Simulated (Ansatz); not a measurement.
**AlGeH₅N₂: an energy map over bond length N3–H7 and angle H7–N3–Ge4, part 1 of 2**

A grid of calculations on AlGeH5N2, SMILES [NH2][Al]1[NH][GeH2]1, to see where the energy is lowest and how it rises around there.

Program: Ansatz 0.2.0. Level of theory: RKS CAM-B3LYP-D4/def2-SVP. These are calculated values, not measurements.

## Step 1: The starting structure

SMILES `[NH2][Al]1[NH][GeH2]1`, 9 atoms, charge 0, spin multiplicity 1.

Atoms are counted from 1 here; the program's logs count them from 0.

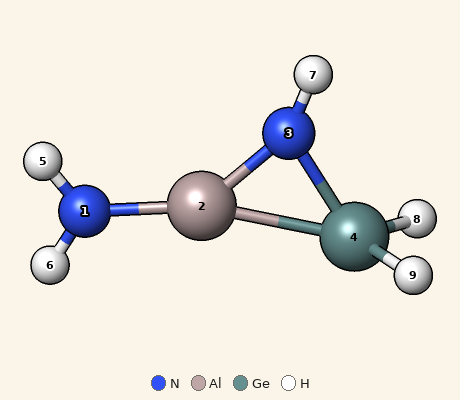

The starting geometry (nitrogen blue, aluminium light grey, germanium teal, hydrogen white); atoms are numbered from 1 in the order of the file.

Coordinates:

```
atom    x (Å)    y (Å)    z (Å)
  N1  -0.5528   1.9419  -1.2486
 Al2  -0.1979   0.4891  -0.2870
  N3   1.0951  -0.6850   0.0316
 Ge4  -0.3057  -1.3609   1.1873
  H5   0.0968   2.3945  -1.8958
  H6  -1.4431   2.4432  -1.2304
  H7   2.0348  -1.0661  -0.1015
  H8  -0.7432  -2.8210   0.8288
  H9   0.1043  -1.3817   2.6984
```

This geometry comes from a loose relaxation at PBE in a small basis, which is not shown.

## Step 2: Geometry optimisation

input.yaml reads:

```yaml
crystal:
  periodic: [false, false, false]
  atoms:
    - { symbol: "N", position_ang: [-0.552826, 1.941881, -1.248567] }
    - { symbol: Al, position_ang: [-0.19789, 0.489057, -0.286997] }
    - { symbol: "N", position_ang: [1.095078, -0.684964, 0.031575] }
    - { symbol: Ge, position_ang: [-0.305722, -1.360895, 1.187344] }
    - { symbol: H, position_ang: [0.096801, 2.394458, -1.89575] }
    - { symbol: H, position_ang: [-1.443051, 2.443165, -1.230416] }
    - { symbol: H, position_ang: [2.034767, -1.066092, -0.1015] }
    - { symbol: H, position_ang: [-0.743193, -2.82098, 0.828835] }
    - { symbol: H, position_ang: [0.104336, -1.381731, 2.698377] }
basis:
  gaussian: { orbitals: def2-SVP }
hamiltonian:
  xc: { name: CAM-B3LYP }
  dispersion: d4
output:
  forces: true
relax:
  f_tol: 0.003
  max_steps: 120
```

Launch:

```
> ansatz run input.yaml --threads 1 --pin off --max-ram 2560MiB --backend cpu --events-out ev --progress --plain --runs-dir out
```

What it wrote:

```text
Warning: RAYON_NUM_THREADS=1 ignored (pool sized by the plan → 1); use --threads N
The last accepted step is kept in <dir> (removed where the run ends without a failure and the disk answers)
Engine: ansatz 0.2.0, aarch64-unknown-linux-gnu
Functional definition: CAM-B3LYP
  parameter alpha = 0.19
  parameter beta = 0.46
  parameter omega = 0.33/bohr
  parameter ac = 0.81
  exchange = (1 - alpha - beta)*b88_x + beta*b88_x_sr(omega) + alpha*exact_x + beta*exact_x_lr(omega)
  correlation = (1 - ac)*vwn5_c + ac*lyp_c
1095 factors; integrals over basis functions are off by at most 3.6e-4 eV
348 factors; integrals over basis functions are off by at most 1.1e-6 eV
mean field evaluation 1: about -66155.9694 eV, gradient 7.6e1 eV
mean field evaluation 2: about -66139.8120 eV, gradient 1.1e2 eV
mean field evaluation 4: about -66167.6166 eV, gradient 7.9e0 eV
mean field evaluation 8: about -66167.7536 eV, gradient 8.9e-2 eV
mean field evaluation 16: about -66167.7536 eV, gradient 5.3e-5 eV
mean field -66167.75358954 eV, -2431.6200943012 hartree, gradient 5.3e-5 eV, S^2 0.000000; 0 other end points of the search recorded, 0 dependent functions left out
the calculation of the forces begins
reference -66167.75372595 eV, -2431.6200993145 hartree; 32, 32 occupied and 71, 71 virtual orbitals, 1095 factors
relax step   1: F+E_penalty+E_count = -66167.90597832 eV  Δ(F+E_penalty+E_count) = +0.000e0 eV  max|allowed force component| = 3.891e-1 eV/Å  Δτ_max = 0.0000 Å  (26 SCF iters, accepted)
these checks for a lower state are left out or cut short: starts, cluster_reference, orbital_swaps, neighbouring_geometries, increment
1095 factors; integrals over basis functions are off by at most 3.5e-4 eV
348 factors; integrals over basis functions are off by at most 1.1e-6 eV
mean field -66167.78046772 eV, -2431.6210820563 hartree, gradient 3.2e-5 eV, S^2 0.000000; 0 other end points of the search recorded, 0 dependent functions left out
the calculation of the forces begins
reference -66167.78060373 eV, -2431.6210870546 hartree; 32, 32 occupied and 71, 71 virtual orbitals, 1095 factors
relax step   2: F+E_penalty+E_count = -66167.93380539 eV  Δ(F+E_penalty+E_count) = -2.783e-2 eV  max|allowed force component| = 2.368e-1 eV/Å  Δτ_max = 0.0309 Å  (28 SCF iters, accepted)
these checks for a lower state are left out or cut short: starts, cluster_reference, orbital_swaps, neighbouring_geometries, increment
1095 factors; integrals over basis functions are off by at most 3.4e-4 eV
348 factors; integrals over basis functions are off by at most 1.1e-6 eV
mean field -66167.78364686 eV, -2431.6211988874 hartree, gradient 3.1e-5 eV, S^2 0.000000; 0 other end points of the search recorded, 0 dependent functions left out
the calculation of the forces begins
reference -66167.78378270 eV, -2431.6212038795 hartree; 32, 32 occupied and 71, 71 virtual orbitals, 1095 factors
relax step   3: F+E_penalty+E_count = -66167.93749856 eV  Δ(F+E_penalty+E_count) = -3.693e-3 eV  max|allowed force component| = 2.112e-2 eV/Å  Δτ_max = 0.0128 Å  (29 SCF iters, accepted)
these checks for a lower state are left out or cut short: starts, cluster_reference, orbital_swaps, neighbouring_geometries, increment
1095 factors; integrals over basis functions are off by at most 3.4e-4 eV
348 factors; integrals over basis functions are off by at most 1.1e-6 eV
mean field -66167.78372994 eV, -2431.6212019407 hartree, gradient 8.6e-5 eV, S^2 0.000000; 0 other end points of the search recorded, 0 dependent functions left out
the calculation of the forces begins
reference -66167.78386585 eV, -2431.6212069352 hartree; 32, 32 occupied and 71, 71 virtual orbitals, 1095 factors
relax step   4: F+E_penalty+E_count = -66167.93757620 eV  Δ(F+E_penalty+E_count) = -7.764e-5 eV  max|allowed force component| = 1.453e-2 eV/Å  Δτ_max = 0.0038 Å  (22 SCF iters, accepted)
these checks for a lower state are left out or cut short: starts, cluster_reference, orbital_swaps, neighbouring_geometries, increment
1095 factors; integrals over basis functions are off by at most 3.4e-4 eV
348 factors; integrals over basis functions are off by at most 1.1e-6 eV
mean field evaluation 32: about -66167.7838 eV, gradient 8.5e-2 eV
mean field -66167.78376660 eV, -2431.6212032879 hartree, gradient 2.9e-5 eV, S^2 0.000000; 0 other end points of the search recorded, 0 dependent functions left out
the calculation of the forces begins
reference -66167.78390248 eV, -2431.6212082814 hartree; 32, 32 occupied and 71, 71 virtual orbitals, 1095 factors
relax step   5: F+E_penalty+E_count = -66167.93760297 eV  Δ(F+E_penalty+E_count) = -2.677e-5 eV  max|allowed force component| = 6.542e-3 eV/Å  Δτ_max = 0.0014 Å  (21 SCF iters, accepted)
these checks for a lower state are left out or cut short: starts, cluster_reference, orbital_swaps, neighbouring_geometries, increment
1095 factors; integrals over basis functions are off by at most 3.4e-4 eV
348 factors; integrals over basis functions are off by at most 1.1e-6 eV
mean field -66167.78378960 eV, -2431.6212041330 hartree, gradient 4.2e-5 eV, S^2 0.000000; 0 other end points of the search recorded, 0 dependent functions left out
the calculation of the forces begins
reference -66167.78392544 eV, -2431.6212091252 hartree; 32, 32 occupied and 71, 71 virtual orbitals, 1095 factors
relax step   6: F+E_penalty+E_count = -66167.93761819 eV  Δ(F+E_penalty+E_count) = -1.522e-5 eV  max|allowed force component| = 3.556e-3 eV/Å  Δτ_max = 0.0024 Å  (23 SCF iters, accepted)
these checks for a lower state are left out or cut short: starts, cluster_reference, orbital_swaps, neighbouring_geometries, increment
1095 factors; integrals over basis functions are off by at most 3.4e-4 eV
348 factors; integrals over basis functions are off by at most 1.1e-6 eV
mean field -66167.78379210 eV, -2431.6212042251 hartree, gradient 1.3e-5 eV, S^2 0.000000; 0 other end points of the search recorded, 0 dependent functions left out
the calculation of the forces begins
reference -66167.78392794 eV, -2431.6212092169 hartree; 32, 32 occupied and 71, 71 virtual orbitals, 1095 factors
relax step   7: F+E_penalty+E_count = -66167.93762066 eV  Δ(F+E_penalty+E_count) = -2.464e-6 eV  max|allowed force component| = 2.795e-3 eV/Å  Δτ_max = 0.0008 Å  (21 SCF iters, accepted)
1095 factors; integrals over basis functions are off by at most 3.4e-4 eV
348 factors; integrals over basis functions are off by at most 1.1e-6 eV
mean field -66167.78379210 eV, -2431.6212042251 hartree, gradient 1.3e-5 eV, S^2 0.000000; 1 other end points of the search recorded, 0 dependent functions left out
the calculation of the forces begins
reference -66167.78392794 eV, -2431.6212092170 hartree; 32, 32 occupied and 71, 71 virtual orbitals, 1095 factors
Total energy: -66167.93775649 eV, -2431.6268623120 hartree
Atom 0 at    -0.548417     1.919313    -1.233180 Å, force     0.002795     0.000378    -0.001534 eV/Å
Atom 1 at    -0.179769     0.480369    -0.290375 Å, force    -0.002079     0.000573     0.000490 eV/Å
Atom 2 at     1.087362    -0.684882     0.033751 Å, force     0.000014    -0.001046     0.000846 eV/Å
Atom 3 at    -0.302954    -1.343498     1.172354 Å, force     0.001013     0.000795    -0.001151 eV/Å
Atom 4 at     0.090307     2.376622    -1.875598 Å, force    -0.000952     0.000420     0.000096 eV/Å
Atom 5 at    -1.435163     2.410732    -1.210113 Å, force    -0.000636    -0.000907     0.001003 eV/Å
Atom 6 at     2.018511    -1.061026    -0.098424 Å, force     0.000077    -0.000063    -0.000010 eV/Å
Atom 7 at    -0.739512    -2.783948     0.819038 Å, force     0.000054     0.000183     0.000503 eV/Å
Atom 8 at     0.097935    -1.359784     2.665448 Å, force    -0.000286    -0.000332    -0.000244 eV/Å
Dipole moment:    -0.007409     0.428917    -0.327475 e Å
```

Wall time 35 s (1 thread of Arm Neoverse V2, shared host); peak memory 0.27 GiB.

Along the way:

```
step  energy from step 1 (eV)  largest force component (eV/Å)
   1                   0.0000                          0.3891
   2                  -0.0278                          0.2368
   3                  -0.0315                          0.0211
   4                  -0.0316                          0.0145
   5                  -0.0316                          0.0065
   6                  -0.0316                          0.0036
   7                  -0.0316                          0.0028
```

Close pairs (by a distance rule), those that changed most:

```
   bond  before (Å)  after (Å)  change (Å)
Al2–Ge4       2.368      2.341      -0.027
 N3–Ge4       1.938      1.914      -0.024
 Al2–N3       1.775      1.752      -0.024
 Ge4–H9       1.566      1.546      -0.020
 Ge4–H8       1.566      1.546      -0.020
 N1–Al2       1.778      1.759      -0.019
  N3–H7       1.023      1.013      -0.010
  N1–H5       1.023      1.015      -0.008
```

## Step 3: The grid

First coordinate, bond length N3–H7: 11 values from 0.871 to 1.418 Å. Second coordinate, angle H7–N3–Ge4: 11 values from 103.1 to 153.1 °.

Nothing else is relaxed (all other coordinates rigid). Energies count from the relaxed molecule at the same level. Points are written as (first, second).

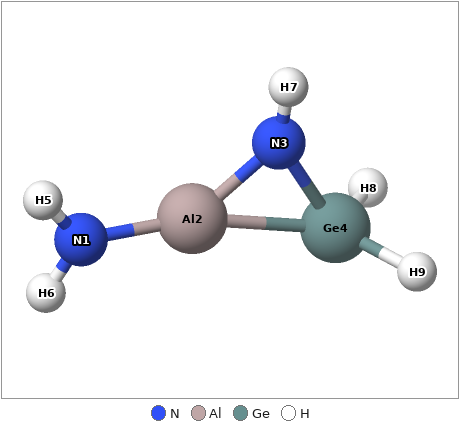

The geometry at (0.980 Å, 143.1°).

Below, 3 of the grid's runs; all are launched alike.

## Step 4: Point (0.980 Å, 143.1°)

input.yaml reads:

```yaml
crystal:
  periodic: [false, false, false]
  atoms:
    - { symbol: "N", position_ang: [-0.548417, 1.919313, -1.23318] }
    - { symbol: Al, position_ang: [-0.179769, 0.480369, -0.290375] }
    - { symbol: "N", position_ang: [1.087362, -0.684882, 0.033751] }
    - { symbol: Ge, position_ang: [-0.302954, -1.343498, 1.172354] }
    - { symbol: H, position_ang: [0.090307, 2.376622, -1.875598] }
    - { symbol: H, position_ang: [-1.435163, 2.410732, -1.210113] }
    - { symbol: H, position_ang: [2.008754, -0.85204, -0.255203] }
    - { symbol: H, position_ang: [-0.739512, -2.783948, 0.819038] }
    - { symbol: H, position_ang: [0.097935, -1.359784, 2.665448] }
basis:
  gaussian: { orbitals: def2-SVP }
hamiltonian:
  xc: { name: CAM-B3LYP }
  dispersion: d4
output:
  forces: true
```

Launch:

```
> ansatz run input.yaml --threads 1 --pin off --max-ram 2560MiB --backend cpu --events-out ev --progress --plain --runs-dir out
```

What it wrote (excerpt; [...] marks lines left out):

```text
Warning: RAYON_NUM_THREADS=1 ignored (pool sized by the plan → 1); use --threads N
[...]
[... 1 set-up line as earlier in the session ...]
[...]
1019 factors; integrals over basis functions are off by at most 1.4e-3 eV
306 factors; integrals over basis functions are off by at most 7.6e-6 eV
[...]
mean field -66167.65719168 eV, -2431.6165517453 hartree, gradient 6.6e-5 eV, S^2 0.000000; 0 other end points of the search recorded, 0 dependent functions left out
[...]
reference -66167.65732687 eV, -2431.6165567135 hartree; 32, 32 occupied and 71, 71 virtual orbitals, 1019 factors
Total energy: -66167.81139808 eV, -2431.6222187260 hartree
Atom 0 at    -0.548417     1.919313    -1.233180 Å, force    -0.030102     0.014053     0.002837 eV/Å
Atom 1 at    -0.179769     0.480369    -0.290375 Å, force    -0.189206     0.072894     0.029577 eV/Å
Atom 2 at     1.087362    -0.684882     0.033751 Å, force    -1.676924     0.969927     0.012446 eV/Å
Atom 3 at    -0.302954    -1.343498     1.172354 Å, force     0.200641    -0.111258    -0.005258 eV/Å
Atom 4 at     0.090307     2.376622    -1.875598 Å, force    -0.005413    -0.000845     0.003095 eV/Å
Atom 5 at    -1.435163     2.410732    -1.210113 Å, force     0.003900     0.005879    -0.006290 eV/Å
Atom 6 at     2.008754    -0.852040    -0.255203 Å, force     1.676886    -0.904849    -0.062606 eV/Å
Atom 7 at    -0.739512    -2.783948     0.819038 Å, force     0.009168    -0.024532     0.011020 eV/Å
Atom 8 at     0.097935    -1.359784     2.665448 Å, force     0.011049    -0.021270     0.015178 eV/Å
Dipole moment:    -0.025205     0.476659    -0.356230 e Å
```

It took 4.7 s on 1 thread of Arm Neoverse V2, shared host; peak memory 0.24 GiB.

Energy on the map's scale: 0.13 eV.

## Step 5: Grid point (1.035 Å, 128.1°)

input.yaml, as its differences from that of step 4:

```diff
@@ -9,3 +9,3 @@
     - { symbol: H, position_ang: [-1.435163, 2.410732, -1.210113] }
-    - { symbol: H, position_ang: [2.008754, -0.85204, -0.255203] }
+    - { symbol: H, position_ang: [2.03866, -1.069788, -0.100804] }
     - { symbol: H, position_ang: [-0.739512, -2.783948, 0.819038] }
```

Launch:

```
> ansatz run input.yaml --threads 1 --pin off --max-ram 2560MiB --backend cpu --events-out ev --progress --plain --runs-dir out
```

What it wrote (excerpt; [...] marks lines left out):

```text
Warning: RAYON_NUM_THREADS=1 ignored (pool sized by the plan → 1); use --threads N
[...]
[... 1 set-up line as earlier in the session ...]
[...]
1019 factors; integrals over basis functions are off by at most 1.4e-3 eV
306 factors; integrals over basis functions are off by at most 7.6e-6 eV
[...]
mean field -66167.77323144 eV, -2431.6208161279 hartree, gradient 6.3e-5 eV, S^2 0.000000; 0 other end points of the search recorded, 0 dependent functions left out
[...]
reference -66167.77336710 eV, -2431.6208211132 hartree; 32, 32 occupied and 71, 71 virtual orbitals, 1019 factors
Total energy: -66167.92708375 eV, -2431.6264700960 hartree
Atom 0 at    -0.548417     1.919313    -1.233180 Å, force     0.001002     0.001332    -0.001456 eV/Å
Atom 1 at    -0.179769     0.480369    -0.290375 Å, force     0.001552     0.010978    -0.009183 eV/Å
Atom 2 at     1.087362    -0.684882     0.033751 Å, force     0.856969    -0.363286    -0.108405 eV/Å
Atom 3 at    -0.302954    -1.343498     1.172354 Å, force     0.012432    -0.004789    -0.002025 eV/Å
Atom 4 at     0.090307     2.376622    -1.875598 Å, force    -0.000815     0.000240     0.000172 eV/Å
Atom 5 at    -1.435163     2.410732    -1.210113 Å, force    -0.000661    -0.000478     0.000683 eV/Å
Atom 6 at     2.038660    -1.069788    -0.100804 Å, force    -0.864939     0.356878     0.116984 eV/Å
Atom 7 at    -0.739512    -2.783948     0.819038 Å, force    -0.002646    -0.000258     0.001886 eV/Å
Atom 8 at     0.097935    -1.359784     2.665448 Å, force    -0.002894    -0.000618     0.001344 eV/Å
Dipole moment:    -0.006718     0.427425    -0.326638 e Å
```

Wall time 4.7 s (1 thread of Arm Neoverse V2, shared host); peak memory 0.24 GiB.

On the map this point reads 0.011 eV.

## Step 6: Point (1.035 Å, 118.1°)

input.yaml, as its differences from that of step 5:

```diff
@@ -9,3 +9,3 @@
     - { symbol: H, position_ang: [-1.435163, 2.410732, -1.210113] }
-    - { symbol: H, position_ang: [2.03866, -1.069788, -0.100804] }
+    - { symbol: H, position_ang: [1.98783, -1.19494, 0.018787] }
     - { symbol: H, position_ang: [-0.739512, -2.783948, 0.819038] }
```

Launch:

```
> ansatz run input.yaml --threads 1 --pin off --max-ram 2560MiB --backend cpu --events-out ev --progress --plain --runs-dir out
```

What it wrote (excerpt; [...] marks lines left out):

```text
Warning: RAYON_NUM_THREADS=1 ignored (pool sized by the plan → 1); use --threads N
[...]
[... 1 set-up line as earlier in the session ...]
[...]
1019 factors; integrals over basis functions are off by at most 1.4e-3 eV
306 factors; integrals over basis functions are off by at most 7.7e-6 eV
[...]
mean field -66167.72668821 eV, -2431.6191056958 hartree, gradient 5.5e-5 eV, S^2 0.000000; 0 other end points of the search recorded, 0 dependent functions left out
[...]
reference -66167.72682448 eV, -2431.6191107037 hartree; 32, 32 occupied and 71, 71 virtual orbitals, 1019 factors
Total energy: -66167.88053802 eV, -2431.6247595720 hartree
Atom 0 at    -0.548417     1.919313    -1.233180 Å, force     0.040254    -0.013095    -0.008129 eV/Å
Atom 1 at    -0.179769     0.480369    -0.290375 Å, force     0.055163    -0.057407     0.019252 eV/Å
Atom 2 at     1.087362    -0.684882     0.033751 Å, force     0.819367    -0.894618     0.318493 eV/Å
Atom 3 at    -0.302954    -1.343498     1.172354 Å, force    -0.241643     0.122518     0.015011 eV/Å
Atom 4 at     0.090307     2.376622    -1.875598 Å, force     0.001203     0.003116    -0.002962 eV/Å
Atom 5 at    -1.435163     2.410732    -1.210113 Å, force    -0.004360    -0.008055     0.008205 eV/Å
Atom 6 at     1.987830    -1.194940     0.018787 Å, force    -0.684108     0.823085    -0.324643 eV/Å
Atom 7 at    -0.739512    -2.783948     0.819038 Å, force     0.008051     0.013880    -0.010433 eV/Å
Atom 8 at     0.097935    -1.359784     2.665448 Å, force     0.006073     0.010576    -0.014794 eV/Å
Dipole moment:    -0.001499     0.399826    -0.307716 e Å
```

Wall time 4.8 s (1 thread of Arm Neoverse V2, shared host); peak memory 0.24 GiB.

On the map this point reads 0.06 eV.

(Continued in part 2 of 2.)
